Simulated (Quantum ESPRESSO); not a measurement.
# Collinear magnetic orders of GaCo with Quantum ESPRESSO

Wanted: the moments of GaCo and the energy of each order that was tried.

Calculated with Quantum ESPRESSO 7.5; LDA; plane waves with GBRV 1.5 LDA potentials, no spin-orbit coupling.

### Step 1. The structure

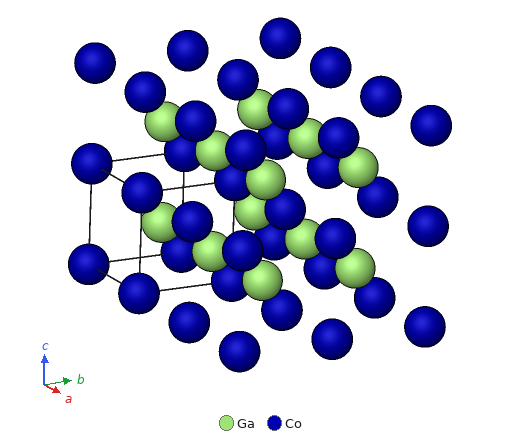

Start, viewed slightly off an axis; gallium green, cobalt blue. 3×2×2 cells are drawn. Some periodic images of atoms are drawn too.

The cell comes from the Crystallography Open Database.

### Step 2. Run 1 (ferro +)

The signs are those of the starting moments on the seeded atoms, the atoms that are given a moment.

pw.in

```
&CONTROL
  calculation = 'scf'
  prefix = 'pwscf'
  outdir = './tmp'
  pseudo_dir = './pseudo'
  disk_io = 'nowf'
/
&SYSTEM
  ibrav = 0
  celldm(1) = 8
  nat = 2
  ntyp = 2
  ecutwfc = 40
  ecutrho = 280
  nbnd = 26
  occupations = 'smearing'
  smearing = 'fd'
  degauss = 0.00999582
  nspin = 2
  starting_magnetization(1) = 0
  starting_magnetization(2) = 0.1176
/
&ELECTRONS
  conv_thr = 4d-09
  electron_maxstep = 150
  mixing_beta = 0.3
/
ATOMIC_SPECIES
Ga     69.7230 ga_lda_v1.4.uspp.F.UPF
Co     58.9332 co_lda_v1.2.uspp.F.UPF
CELL_PARAMETERS alat
   0.6798289733341    0.0000000000000    0.0000000000000
   0.0000000000000    0.6798289733341    0.0000000000000
   0.0000000000000    0.0000000000000    0.6798289733341
ATOMIC_POSITIONS crystal
Ga      0.5000000000    0.5000000000    0.5000000000
Co      0.0000000000    0.0000000000    0.0000000000
K_POINTS automatic
10 10 10 0 0 0
```

The run is started by

```bash
$ OMP_NUM_THREADS=1 mpirun -n 2 pw.x -nk 2 -in pw.in > pw.out
```

Output:

```text
Program PWSCF v.7.5 starts

     Message from routine setup:
     using ibrav=0 with symmetry is DISCOURAGED, use correct ibrav instead

     K-points division:     npool     =       2
     Subspace diagonalization in iterative solution of the eigenvalue problem:

     G-vector sticks info
     --------------------
     sticks:   dense  smooth     PW     G-vecs:    dense   smooth      PW
     Sum         665     373    129                12797     5449    1045

     Using Slab Decomposition

     bravais-lattice index     =            0
     lattice parameter (alat)  =       8.0000  a.u.
     unit-cell volume          =     160.8677 (a.u.)^3
     number of atoms/cell      =            2
     number of atomic types    =            2
     number of electrons       =        36.00
     number of Kohn-Sham states=           26
     kinetic-energy cutoff     =      40.0000  Ry
     charge density cutoff     =     280.0000  Ry
     scf convergence threshold =      4.0E-09
     mixing beta               =       0.3000
     number of iterations used =            8  plain     mixing
     Exchange-correlation= SLA  PZ   NOGX NOGC
                           (   1   1   0   0   0   0   0)

     celldm(1)=   8.000000  celldm(2)=   0.000000  celldm(3)=   0.000000
     celldm(4)=   0.000000  celldm(5)=   0.000000  celldm(6)=   0.000000

     crystal axes: (cart. coord. in units of alat)
               a(1) = (   0.679829   0.000000   0.000000 )
               a(2) = (   0.000000   0.679829   0.000000 )
               a(3) = (   0.000000   0.000000   0.679829 )

     reciprocal axes: (cart. coord. in units 2 pi/alat)
               b(1) = (  1.470958  0.000000  0.000000 )
               b(2) = (  0.000000  1.470958  0.000000 )
               b(3) = (  0.000000  0.000000  1.470958 )

     PseudoPot. # 1 for Ga read from file:
     ga_lda_v1.4.uspp.F.UPF
     Pseudo is Ultrasoft + core correction, Zval = 19.0
     Generated by new atomic code, or converted to UPF format
     Using radial grid of  871 points,  6 beta functions with:
                l(1) =   0
                l(2) =   0
                l(3) =   1
                l(4) =   1
                l(5) =   2
                l(6) =   2
     Q(r) pseudized with  8 coefficients,  rinner =    1.250   1.250   1.250
                                                       1.250   1.250

     PseudoPot. # 2 for Co read from file:
     co_lda_v1.2.uspp.F.UPF
     Pseudo is Ultrasoft + core correction, Zval = 17.0
     Generated by new atomic code, or converted to UPF format
     Using radial grid of  863 points,  6 beta functions with:
                l(1) =   0
                l(2) =   0
                l(3) =   1
                l(4) =   1
                l(5) =   2
                l(6) =   2
     Q(r) pseudized with  8 coefficients,  rinner =    1.200   1.200   1.200
                                                       1.200   1.200

     atomic species   valence    mass     pseudopotential
     Ga               19.00    69.72300     Ga( 1.00)
     Co               17.00    58.93320     Co( 1.00)

     Starting magnetic structure
     atomic species   magnetization
     Ga              0.000
     Co              0.118

     48 Sym. Ops., with inversion, found

   Cartesian axes

     site n.     atom                  positions (alat units)
         1        Ga     tau(   1) = (   0.3399145   0.3399145   0.3399145  )
         2        Co     tau(   2) = (   0.0000000   0.0000000   0.0000000  )

     number of k points=    56  Fermi-Dirac smearing, width (Ry)=  0.0100
                       cart. coord. in units 2pi/alat
        k(    1) = (   0.0000000   0.0000000   0.0000000), wk =   0.0010000
        k(    2) = (   0.0000000   0.0000000   0.1470958), wk =   0.0060000
        k(    3) = (   0.0000000   0.0000000   0.2941916), wk =   0.0060000
        k(    4) = (   0.0000000   0.0000000   0.4412875), wk =   0.0060000
        k(    5) = (   0.0000000   0.0000000   0.5883833), wk =   0.0060000
        [... 51 further k-points ...]

     Dense  grid:    12797 G-vectors     FFT dimensions: (  30,  30,  30)

     Smooth grid:     5449 G-vectors     FFT dimensions: (  24,  24,  24)

     Check: negative core charge=   -0.000030
     Generating pointlists ...
     new r_m :   0.2429 (alat units)  1.9429 (a.u.) for type    1
     new r_m :   0.2429 (alat units)  1.9429 (a.u.) for type    2

     Initial potential from superposition of free atoms

     starting charge      34.0000, renormalised to      36.0000
     Starting wfcs are   25 randomized atomic wfcs +    1 random wfcs

     Self-consistent Calculation

     iteration #  1     ecut=    40.00 Ry     beta= 0.30
     Davidson diagonalization with overlap
     ethr =  1.00E-02,  avg # of iterations =  4.3

     total energy              =    -709.69557335 Ry
     estimated scf accuracy    <      15.15322916 Ry

     total magnetization       =     1.33 Bohr mag/cell
     absolute magnetization    =     1.48 Bohr mag/cell

     iteration #  2     ecut=    40.00 Ry     beta= 0.30
     Davidson diagonalization with overlap
     ethr =  1.00E-02,  avg # of iterations =  2.1

     total energy              =    -712.66645156 Ry
     estimated scf accuracy    <       3.16066623 Ry

     total magnetization       =     0.28 Bohr mag/cell
     absolute magnetization    =     0.42 Bohr mag/cell

     iteration #  3     ecut=    40.00 Ry     beta= 0.30
     Davidson diagonalization with overlap
     ethr =  8.78E-03,  avg # of iterations =  2.0

     total energy              =    -713.23085116 Ry
     estimated scf accuracy    <       1.16547436 Ry

     total magnetization       =     0.88 Bohr mag/cell
     absolute magnetization    =     1.12 Bohr mag/cell

     [... further iterations left out ...]

     iteration # 13     ecut=    40.00 Ry     beta= 0.30
     Davidson diagonalization with overlap
     ethr =  6.38E-09,  avg # of iterations =  2.2

     total energy              =    -713.36418898 Ry
     estimated scf accuracy    <       0.00000018 Ry

     total magnetization       =    -0.00 Bohr mag/cell
     absolute magnetization    =     0.01 Bohr mag/cell

     iteration # 14     ecut=    40.00 Ry     beta= 0.30
     Davidson diagonalization with overlap
     ethr =  4.96E-10,  avg # of iterations =  2.7

     total energy              =    -713.36418953 Ry
     estimated scf accuracy    <          5.6E-09 Ry

     total magnetization       =    -0.00 Bohr mag/cell
     absolute magnetization    =     0.00 Bohr mag/cell

     iteration # 15     ecut=    40.00 Ry     beta= 0.30
     Davidson diagonalization with overlap
     ethr =  1.55E-11,  avg # of iterations =  1.2

     total energy              =    -713.36418952 Ry
     estimated scf accuracy    <          4.4E-09 Ry

     total magnetization       =    -0.00 Bohr mag/cell
     absolute magnetization    =     0.00 Bohr mag/cell

     iteration # 16     ecut=    40.00 Ry     beta= 0.30
     Davidson diagonalization with overlap
     ethr =  1.23E-11,  avg # of iterations =  2.4

     Magnetic moment per site  (integrated on atomic sphere of radius R)
     atom   1 (R=0.243)  charge= 17.2342  magn= -0.0000
     atom   2 (R=0.243)  charge= 15.7060  magn=  0.0002

     End of self-consistent calculation

     Number of k-points >= 100: set verbosity='high' to print the bands.

     the Fermi energy is    17.4660 ev

!    total energy              =    -713.36418954 Ry
     estimated scf accuracy    <          3.8E-10 Ry
     smearing contrib. (-TS)   =      -0.00559516 Ry
     internal energy E=F+TS    =    -713.35859437 Ry

     The total energy is F=E-TS. E is the sum of the following terms:
     one-electron contribution =    -443.13657224 Ry
     hartree contribution      =     244.29657047 Ry
     xc contribution           =     -80.16412792 Ry
     ewald contribution        =    -434.35446468 Ry

     total magnetization       =     0.00 Bohr mag/cell
     absolute magnetization    =     0.00 Bohr mag/cell

     convergence has been achieved in  16 iterations

=------------------------------------------------------------------------------=
   JOB DONE.
=------------------------------------------------------------------------------=
```

Elapsed: 19 s, on 2 MPI ranks of Arm Neoverse V2, shared host; peak memory 0.18 GiB; 39 s of CPU time.

Spin moment in the atom's sphere by atom:

```csv
atom,spin moment in the atom's sphere (μB)
Ga1,0.0000
Co2,0.0002
```

Numbers from this step:

- smearing term TS: 0.07613 eV
- magnetization: 0 μB
- absolute magnetization: 0 μB
- final state: non-magnetic

### Step 3. Run 2, typed as antiferro q=(1/2,1/2,1/2) +−

The cell is doubled to 4 atoms to hold this order. The wavevector q is in fractions of the reciprocal vectors of the crystal's primitive cell, as the cells of these inputs are built from it; moments change sign between cells as cos(2π q·R).

pw.in

```
&CONTROL
  calculation = 'scf'
  prefix = 'pwscf'
  outdir = './tmp'
  pseudo_dir = './pseudo'
  disk_io = 'nowf'
/
&SYSTEM
  ibrav = 0
  celldm(1) = 8
  nat = 4
  ntyp = 3
  ecutwfc = 40
  ecutrho = 280
  nbnd = 46
  occupations = 'smearing'
  smearing = 'fd'
  degauss = 0.00999582
  nspin = 2
  starting_magnetization(1) = 0
  starting_magnetization(2) = 0.1176
  starting_magnetization(3) = -0.1176
/
&ELECTRONS
  conv_thr = 8d-09
  electron_maxstep = 150
  mixing_beta = 0.3
/
ATOMIC_SPECIES
Ga     69.7230 ga_lda_v1.4.uspp.F.UPF
Co1    58.9332 co_lda_v1.2.uspp.F.UPF
Co2    58.9332 co_lda_v1.2.uspp.F.UPF
CELL_PARAMETERS alat
   1.3596579466682    0.0000000000000    0.0000000000000
   0.6798289733341    0.6798289733341    0.0000000000000
   0.6798289733341    0.0000000000000    0.6798289733341
ATOMIC_POSITIONS crystal
Ga      0.7500000000    0.5000000000    0.5000000000
Ga      0.2500000000    0.5000000000    0.5000000000
Co1     0.0000000000    0.0000000000    0.0000000000
Co2     0.5000000000    0.0000000000    0.0000000000
K_POINTS automatic
5 10 10 0 0 0
```

Output:

```text
[banner, memory and clock lines left out]
Program PWSCF v.7.5 starts

     Message from routine setup:
     using ibrav=0 with symmetry is DISCOURAGED, use correct ibrav instead

     bravais-lattice index     =            0
     lattice parameter (alat)  =       8.0000  a.u.
     unit-cell volume          =     321.7355 (a.u.)^3
     number of atoms/cell      =            4
     number of atomic types    =            3
     number of electrons       =        72.00
     number of Kohn-Sham states=           46
     kinetic-energy cutoff     =      40.0000  Ry
     charge density cutoff     =     280.0000  Ry
     scf convergence threshold =      8.0E-09
     mixing beta               =       0.3000
     number of iterations used =            8  plain     mixing
     Exchange-correlation= SLA  PZ   NOGX NOGC
                           (   1   1   0   0   0   0   0)

     celldm(1)=   8.000000  celldm(2)=   0.000000  celldm(3)=   0.000000
     celldm(4)=   0.000000  celldm(5)=   0.000000  celldm(6)=   0.000000

     crystal axes: (cart. coord. in units of alat)
               a(1) = (   1.359658   0.000000   0.000000 )
               a(2) = (   0.679829   0.679829   0.000000 )
               a(3) = (   0.679829   0.000000   0.679829 )

     reciprocal axes: (cart. coord. in units 2 pi/alat)
               b(1) = (  0.735479 -0.735479 -0.735479 )
               b(2) = (  0.000000  1.470958  0.000000 )
               b(3) = (  0.000000  0.000000  1.470958 )

     PseudoPot. # 1 for Ga read from file:
     ga_lda_v1.4.uspp.F.UPF
     Pseudo is Ultrasoft + core correction, Zval = 19.0

     PseudoPot. # 2 for Co read from file:
     co_lda_v1.2.uspp.F.UPF
     Pseudo is Ultrasoft + core correction, Zval = 17.0

     PseudoPot. # 3 for Co read from file:
     co_lda_v1.2.uspp.F.UPF
     Pseudo is Ultrasoft + core correction, Zval = 17.0

     atomic species   valence    mass     pseudopotential
     Ga               19.00    69.72300     Ga( 1.00)
     Co1              17.00    58.93320     Co( 1.00)
     Co2              17.00    58.93320     Co( 1.00)

     Starting magnetic structure
     atomic species   magnetization
     Ga              0.000
     Co1             0.118
     Co2            -0.118

     48 Sym. Ops., with inversion, found

   Cartesian axes

     site n.     atom                  positions (alat units)
         1        Ga     tau(   1) = (   1.6995724   0.3399145   0.3399145  )
         2        Ga     tau(   2) = (   1.0197435   0.3399145   0.3399145  )
         3        Co1    tau(   3) = (   0.0000000   0.0000000   0.0000000  )
         4        Co2    tau(   4) = (   0.6798290   0.0000000   0.0000000  )

     number of k points=    28  Fermi-Dirac smearing, width (Ry)=  0.0100
                       cart. coord. in units 2pi/alat
        k(    1) = (   0.0000000   0.0000000   0.0000000), wk =   0.0020000
        k(    2) = (   0.0000000   0.0000000   0.1470958), wk =   0.0120000
        k(    3) = (   0.0000000   0.0000000   0.2941916), wk =   0.0120000
        k(    4) = (   0.0000000   0.0000000   0.4412875), wk =   0.0120000
        k(    5) = (   0.0000000   0.0000000   0.5883833), wk =   0.0120000
        [... 23 further k-points ...]

     Dense  grid:    25509 G-vectors     FFT dimensions: (  60,  45,  45)

     Smooth grid:    10969 G-vectors     FFT dimensions: (  45,  32,  32)

     Check: negative core charge=   -0.000029
     Generating pointlists ...
     new r_m :   0.2429 (alat units)  1.9429 (a.u.) for type    1
     new r_m :   0.2429 (alat units)  1.9429 (a.u.) for type    2
     new r_m :   0.2429 (alat units)  1.9429 (a.u.) for type    3

     Initial potential from superposition of free atoms

     starting charge      68.0000, renormalised to      72.0000
     Starting wfcs are   50 randomized atomic wfcs

     Self-consistent Calculation

     iteration #  1     ecut=    40.00 Ry     beta= 0.30
     Davidson diagonalization with overlap
     ethr =  1.00E-02,  avg # of iterations =  3.4

     total energy              =   -1419.83220900 Ry
     estimated scf accuracy    <      29.36385222 Ry

     total magnetization       =    -0.00 Bohr mag/cell
     absolute magnetization    =     1.86 Bohr mag/cell

     iteration #  2     ecut=    40.00 Ry     beta= 0.30
     Davidson diagonalization with overlap
     ethr =  1.00E-02,  avg # of iterations =  2.9

     total energy              =   -1425.30831376 Ry
     estimated scf accuracy    <       6.46255804 Ry

     total magnetization       =     0.00 Bohr mag/cell
     absolute magnetization    =     0.71 Bohr mag/cell

     [... further iterations left out ...]

     iteration # 14     ecut=    40.00 Ry     beta= 0.30
     Davidson diagonalization with overlap
     ethr =  1.38E-10,  avg # of iterations =  2.0

     total energy              =   -1426.72839096 Ry
     estimated scf accuracy    <       0.00000009 Ry

     total magnetization       =     0.00 Bohr mag/cell
     absolute magnetization    =     0.00 Bohr mag/cell

     iteration # 15     ecut=    40.00 Ry     beta= 0.30
     Davidson diagonalization with overlap
     ethr =  1.22E-10,  avg # of iterations =  1.2

     Magnetic moment per site  (integrated on atomic sphere of radius R)
     atom   1 (R=0.243)  charge= 17.2345  magn= -0.0000
     atom   2 (R=0.243)  charge= 17.2345  magn= -0.0000
     atom   3 (R=0.243)  charge= 15.7060  magn=  0.0002
     atom   4 (R=0.243)  charge= 15.7060  magn=  0.0001

     End of self-consistent calculation

     [... lines left out ...]
     the Fermi energy is    17.4660 ev

!    total energy              =   -1426.72839097 Ry
     estimated scf accuracy    <          5.3E-10 Ry
     smearing contrib. (-TS)   =      -0.01119040 Ry
     internal energy E=F+TS    =   -1426.71720057 Ry

     The total energy is F=E-TS. E is the sum of the following terms:
     one-electron contribution =    -886.27323620 Ry
     hartree contribution      =     488.59324208 Ry
     xc contribution           =    -160.32827707 Ry
     ewald contribution        =    -868.70892937 Ry

     total magnetization       =     0.00 Bohr mag/cell
     absolute magnetization    =     0.00 Bohr mag/cell

     convergence has been achieved in  15 iterations
```

Run time: 47 s. Hardware: 2 MPI ranks; peak memory 0.27 GiB; 95 s of CPU time.

Spin moment in the atom's sphere by atom:

| atom | spin moment in the atom's sphere (μB) |
| --- | --- |
| Ga1 | 0.0000 |
| Ga2 | 0.0000 |
| Co3 | 0.0002 |
| Co4 | 0.0001 |

Numbers from this step:

```yaml
smearing_term_ts: 0.1523 eV
magnetization: 0 μB
absolute_magnetization: 0 μB
final_state: non-magnetic
```

### Step 4. Start 3: antiferro q=(0,1/2,1/2) +−

This order needs a doubled cell of 4 atoms.

Changes to pw.in since step 3:

```diff
@@ -33,11 +33,11 @@
 CELL_PARAMETERS alat
-   1.3596579466682    0.0000000000000    0.0000000000000
-   0.6798289733341    0.6798289733341    0.0000000000000
-   0.6798289733341    0.0000000000000    0.6798289733341
+   0.6798289733341    0.0000000000000    0.0000000000000
+   0.0000000000000    1.3596579466682    0.0000000000000
+   0.0000000000000    0.6798289733341    0.6798289733341
 ATOMIC_POSITIONS crystal
-Ga      0.7500000000    0.5000000000    0.5000000000
-Ga      0.2500000000    0.5000000000    0.5000000000
+Ga      0.5000000000    0.0000000000    0.5000000000
+Ga      0.5000000000    0.5000000000    0.5000000000
 Co1     0.0000000000    0.0000000000    0.0000000000
-Co2     0.5000000000    0.0000000000    0.0000000000
+Co2     0.0000000000    0.5000000000    0.0000000000
 K_POINTS automatic
-5 10 10 0 0 0
+10 5 10 0 0 0
```

Output:

```text
     [... lines left out ...]
Program PWSCF v.7.5 starts
     [... lines left out ...]
     number of atoms/cell      =            4
     [... lines left out ...]
     number of electrons       =        72.00
     number of Kohn-Sham states=           46
     kinetic-energy cutoff     =      40.0000  Ry
     charge density cutoff     =     280.0000  Ry
     scf convergence threshold =      8.0E-09
     [... lines left out ...]
     16 Sym. Ops., with inversion, found
     [... lines left out ...]
     number of k points=    72  Fermi-Dirac smearing, width (Ry)=  0.0100
     [... lines left out ...]
     iteration # 18     ecut=    40.00 Ry     beta= 0.30
     [... lines left out ...]
     Magnetic moment per site  (integrated on atomic sphere of radius R)
     atom   1 (R=0.243)  charge= 17.2345  magn=  0.0000
     atom   2 (R=0.243)  charge= 17.2345  magn=  0.0000
     atom   3 (R=0.243)  charge= 15.7058  magn= -0.0005
     atom   4 (R=0.243)  charge= 15.7058  magn=  0.0005
     [... lines left out ...]
     the Fermi energy is    17.4660 ev
!    total energy              =   -1426.72838417 Ry
     estimated scf accuracy    <          2.2E-09 Ry
     smearing contrib. (-TS)   =      -0.01119041 Ry
     [... lines left out ...]
     total magnetization       =    -0.00 Bohr mag/cell
     absolute magnetization    =     0.00 Bohr mag/cell
     convergence has been achieved in  18 iterations
```

It took 2.2 min on 2 MPI ranks; peak memory 0.35 GiB; 4.4 min of CPU time.

(Continued in part 2 of 2.)

[Logs and program files are shortened in this print: banners, set-up blocks, solver, clock and traceback lines can be left out without a mark of their own.]

[Logs are printed without paths, hosts, clocks, repeated set-up lines and the standing remarks that a program may print on its own settings, such as how far it seeks lower states.]

[Hosts, paths, dates, database ids (printed as entryN), source tags and the programs' standing remarks are cut or masked in the printed files.]

[Where a cell is said to come from a database of computed structures, the database is the Materials Project.]
